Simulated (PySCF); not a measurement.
# CCSD(T)/STO-3G run of AlH2Cl (SMILES [H][Al]([H])[Cl])

What is the vertical singlet–triplet gap of AlH2Cl at CCSD(T)/STO-3G? Input form: a Python script.

Program for the calculation: PySCF 2.14.0.

7 further runs of the same task are left out: 7 set aside as unsound or not needed.

### Step 1. The structure to begin with

AlH2Cl: 4 atoms, total charge 0, spin state singlet. SMILES: `[H][Al]([H])[Cl]`. Geometry: a GFN2-xTB relaxation, a rough one for these elements and not checked as a minimum.

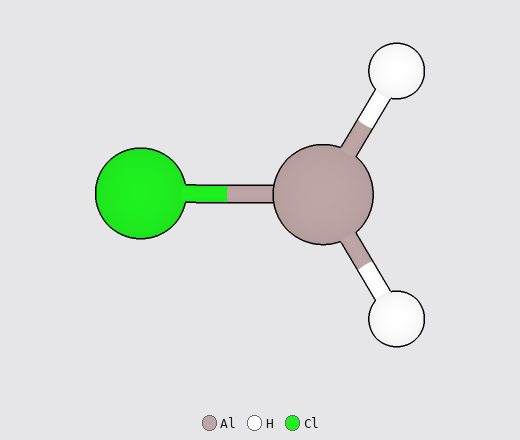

The structure, seen from a chosen angle (aluminium light grey, hydrogen white, chlorine green).

### Step 2. The energy at CCSD(T)/STO-3G

job.py

```python
# AlH2Cl
from pyscf import gto, cc

system = gto.M(
    atom='''
Al       0.049780       0.082930      -0.002200
H        1.587020       0.109500       0.013310
H       -0.651090       1.451440      -0.019500
Cl      -0.985710      -1.643880       0.008400
''',
    verbose=3,
    max_memory=1860,
    basis='sto-3g',
)

mf = system.RHF()
mf.conv_tol = 1e-10
mf.kernel()
if not mf.converged:
    mf = mf.newton().run(mf.mo_coeff, mf.mo_occ)

mycc = cc.CCSD(mf, frozen=10)
mycc.kernel()
e_t = mycc.ccsd_t()
energy = mycc.e_tot + e_t
print(f'total energy: {energy:.8f} hartree')
```

Launch:

```bash
$ OMP_NUM_THREADS=1 python job.py
```

Standard output:

```text
converged SCF energy = -694.830607383862
E(CCSD) = -694.8765275657108  E_corr = -0.0459201818488547
CCSD(T) correction = -0.000668638006738972
total energy: -694.87719620 hartree
```

It took 1.1 s on 1 thread of Arm Neoverse N1, shared host; peak memory 0.12 GiB.

### Step 3. The triplet

run.py

```python
from pyscf import gto, scf, cc

mol = gto.M(
    atom='''
Al   0.049780   0.082930  -0.002200
H    1.587020   0.109500   0.013310
H   -0.651090   1.451440  -0.019500
Cl  -0.985710  -1.643880   0.008400
''',
    max_memory=1860,
    basis='sto-3g',
    spin=2,
    verbose=3,
)

hf = scf.UHF(mol)
hf.conv_tol = 1e-10
hf.kernel()
if not hf.converged:
    hf = hf.newton().run(hf.mo_coeff, hf.mo_occ)

mycc = cc.CCSD(hf, frozen=10)
mycc.kernel()
e_t = mycc.ccsd_t()
etot = mycc.e_tot + e_t
print(f'total energy: {etot:.8f} hartree')
```

Launch:

```bash
$ OMP_NUM_THREADS=1 python run.py
```

Standard output:

```text
WARN: HOMO 0.201673355165907 >= LUMO -0.327307239182949

WARN: HOMO -0.0485030908244493 >= LUMO -0.0589785409586746

converged SCF energy = -694.518164359025  <S^2> = 2.0362683  2S+1 = 3.0240822
E(UCCSD) = -694.569707306109  E_corr = -0.05154294708348048
UCCSD(T) correction = -0.0011317745667352
total energy: -694.57083908 hartree
```

It took 1.1 s on 1 thread of Arm Neoverse N1, shared host; peak memory 0.1 GiB.

### Step 4. Results

Level: CCSD(T)/STO-3G, 10 core orbitals frozen.

| quantity | value |
| --- | --- |
| singlet: total energy | -694.87720 Eh |
| singlet: dipole moment (Hartree–Fock density) | 2.31 D |
| singlet: HOMO energy (Hartree–Fock orbitals) | -9.39 eV |
| singlet: LUMO energy (Hartree–Fock orbitals) | 7.94 eV |
| singlet: HOMO–LUMO gap (Hartree–Fock orbitals) | 17.34 eV |
| singlet: correlation energy (10 core orbitals frozen) | -46.6 mEh |
| singlet: (T) correction | -0.67 mEh |
| singlet: T1 diagnostic | 0.007 |
| triplet: total energy | -694.57084 Eh |
| triplet: dipole moment (Hartree–Fock density) | 4.21 D |
| triplet: HOMO energy (Hartree–Fock orbitals) (highest over α and β) | -1.21 eV |
| triplet: LUMO energy (Hartree–Fock orbitals) (lowest over α and β) | -0.52 eV |
| triplet: correlation energy (10 core orbitals frozen) | -52.7 mEh |
| triplet: (T) correction | -1.13 mEh |
| triplet: ⟨S²⟩ of the reference determinant | 2.036 |
| triplet: T1 diagnostic | 0.033 |
| vertical energy of the triplet above the singlet | 8.336 eV |

**Reading.** At this shape the triplet lies 8.34 eV (192 kcal/mol) above the singlet. In a minimal basis such a difference can be off by several eV, whatever the method. The triples (singlet) make up 1.4 % of the correlation energy. Mulliken charges (triplet) of the mean-field density run from -0.49 on Cl4 to +0.54 on Al1. The triples (triplet) make up 2.1 % of the correlation energy.
